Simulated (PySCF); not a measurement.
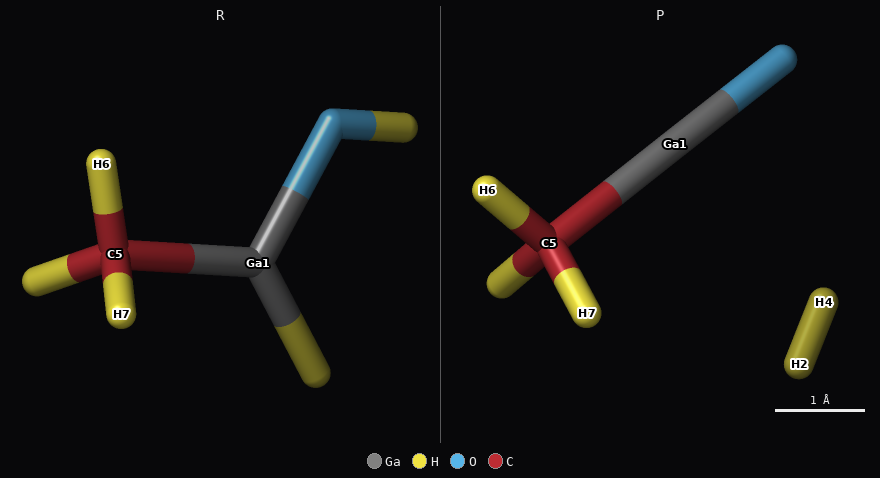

Reactant (R) and product (P) of one elementary step of CH$_{5}$GaO. Style: stick. Shown at a tilt.

Stationary points at PBE0-D4/def2-TZVP, single-point energies with CCSD(T)/CBS, BHLYP-D4, PBE-D4, r2SCAN-D4 (def2-TZVPP where no basis is named; PySCF 2.14.0). The energies are electronic, without zero-point or thermal terms, and both ends are the relaxed geometries reached downhill from the saddle, with any fragments still in contact. CCSD(T)/CBS stands for a frozen-core estimate: MP2 correlation extrapolated from def2-TZVPP and def2-QZVPP, CCSD(T) minus MP2 from the smaller set.

Question: Predict the saddle point between them and the barrier.

Answer: Counted by bonded pieces, R holds CH₅GaO and P holds CH₃GaO + H₂. From R over the saddle to P, a bond forms: H–H (2.93 → 0.95 → 0.75 Å). Bonds break: Ga–H (1.57 → 2.02 → 3.25 Å), H–O (0.96 → 1.43 → 2.94 Å). The saddle has one imaginary mode, 1360i cm⁻¹. The end P keeps a soft imaginary mode of 21i cm⁻¹, so it isn't quite a minimum. With CCSD(T)/CBS the barrier is 67.7 kcal/mol from R and 20.9 kcal/mol from P, and P lies 46.8 kcal/mol above R.

```
      level  barrier from R (kcal/mol)  barrier from P (kcal/mol)  P less R (kcal/mol)
CCSD(T)/CBS                       67.7                       20.9                 46.8
   BHLYP-D4                       74.7                       19.6                 55.0
     PBE-D4                       58.2                       17.0                 41.2
  r2SCAN-D4                       63.6                       17.4                 46.2
```

Against CCSD(T)/CBS, r2SCAN-D4 comes closest on the barrier from R (−4.1 kcal/mol) and PBE-D4 misses most (−9.5 kcal/mol). The T1 diagnostic reaches 0.022, so the single-reference result is less sure there.

The saddle point in the same view, with dashed sticks for the bonds that form or break:

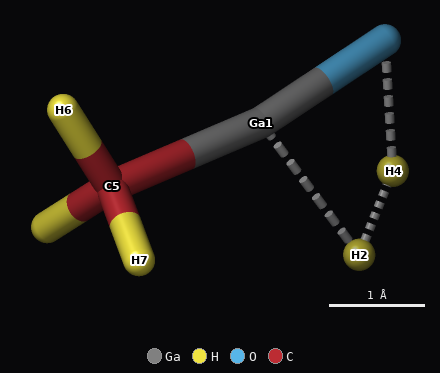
